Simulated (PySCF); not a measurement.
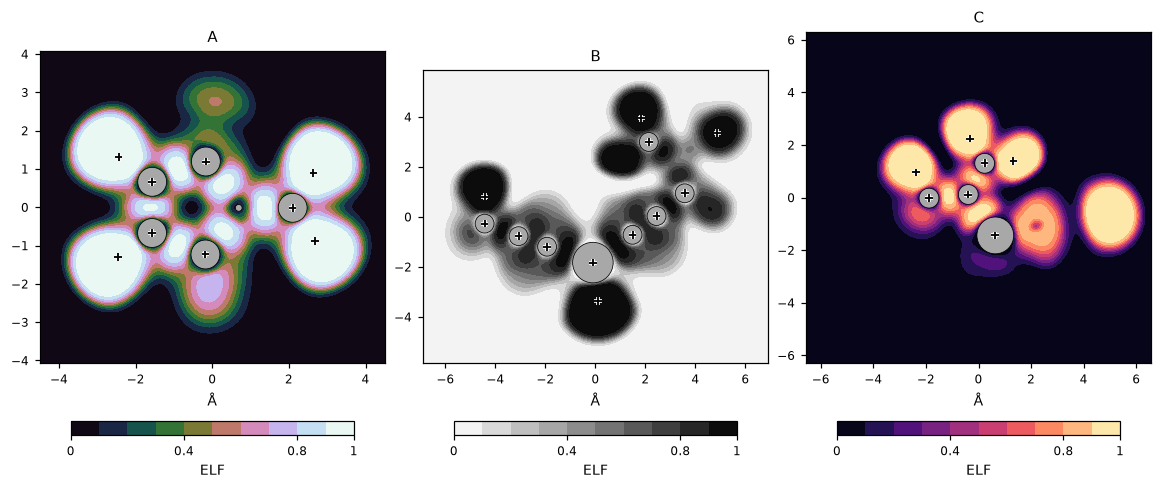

The ELF of 3 systems, each on a plane through atoms (crosses mark nuclei in the plane; grey discs cover the cores).

These are results of PBE0/pcSseg-1, SCF density, gas phase, non-relativistic in PySCF, not measurements.

System 1: C₃H₁₂O₂Si₃, the plane of atoms C2, C3 and H12. Geometry: PBE0-D3(BJ)/def2-SVP.

```xyz
20

C    -1.4791   -1.8870    0.7176
C    -1.5843   -0.7280    0.0526
C    -2.8183    0.1263    0.0920
Si   -0.1393   -0.1409   -0.9710
O     1.1868   -1.0829   -0.6763
Si    2.5759   -1.3172    0.1960
O     0.1622    1.4360   -0.5667
Si    1.2060    2.6377   -0.1145
H    -0.5711   -2.4963    0.6738
H    -2.3008   -2.2733    1.3338
H    -3.2558    0.2401   -0.9147
H    -3.5902   -0.2991    0.7514
H    -2.5804    1.1438    0.4427
H    -0.4101   -0.1911   -2.4324
H     2.2505   -1.6239    1.6213
H     3.3197   -2.4615   -0.4014
H     3.4263   -0.0893    0.1459
H     2.2428    2.8581   -1.1672
H     0.4235    3.8912    0.0807
H     1.8884    2.2776    1.1652
```

System 2: C₆H₉F, the plane of atoms C3, C4 and C5. Geometry: PBE0-D3(BJ)/def2-SVP.

```xyz
16

C    -1.7058   -0.9967   -0.5565
C    -0.3735   -0.2774   -0.4779
C     0.8607   -1.1681   -0.2512
C     1.8017   -0.2666    0.4955
C     1.1815    0.8214    0.9614
C    -0.2759    0.7939    0.6147
F    -0.7445    2.0119    0.1630
H    -1.9097   -1.5585    0.3699
H    -2.5285   -0.2811   -0.7065
H    -1.7273   -1.7126   -1.3923
H    -0.2063    0.2866   -1.4122
H     1.2845   -1.5655   -1.1880
H     0.6024   -2.0490    0.3670
H     2.8548   -0.5073    0.6624
H     1.6272    1.6121    1.5689
H    -0.8896    0.5369    1.5013
```

System 3: C₉H₁₃Al (SMILES CC#[C][AlH][C]#CCC(C)C), the plane of atoms C3, Al4 and H14. Geometry: GFN2-xTB.

```xyz
23

C     5.5556    0.2889    1.0345
C     4.5181    0.3232    0.0256
C     3.6474    0.3531   -0.8238
Al    2.2312    0.3960   -2.1483
C     0.3298    0.3279   -1.7801
C    -0.8505    0.2852   -1.4865
C    -2.2496    0.2132   -1.1168
C    -2.4432   -0.4812    0.2424
C    -3.9316   -0.6635    0.5263
C    -1.7771    0.3251    1.3536
H     5.1106    0.3502    2.0283
H     6.1223   -0.6395    0.9581
H     6.2367    1.1298    0.9004
H     2.6655    0.4910   -3.6284
H    -2.6621    1.2265   -1.0703
H    -2.7914   -0.3390   -1.8914
H    -1.9679   -1.4678    0.1937
H    -4.0759   -1.1615    1.4826
H    -4.4043   -1.2660   -0.2469
H    -4.4334    0.3018    0.5648
H    -2.2365    1.3085    1.4381
H    -1.8812   -0.1845    2.3090
H    -0.7173    0.4554    1.1451
```

Q: Match each panel to its system.

A: Panel A is system 2, C₆H₉F: the plane holds C and H. C–C (1.34 Å): the ELF peaks at about 0.90 between the atoms: a short, multiple covalent bond. Panel B is system 3, C₉H₁₃Al: the plane holds C, Al and H. C–C (1.22 Å): the ELF peaks at about 0.85 between the atoms: a multiple bond. Panel C is system 1, C₃H₁₂O₂Si₃: the plane holds C, Si and H. C–C (1.34 Å): the ELF peaks at about 0.90 between the atoms (a multiple bond).
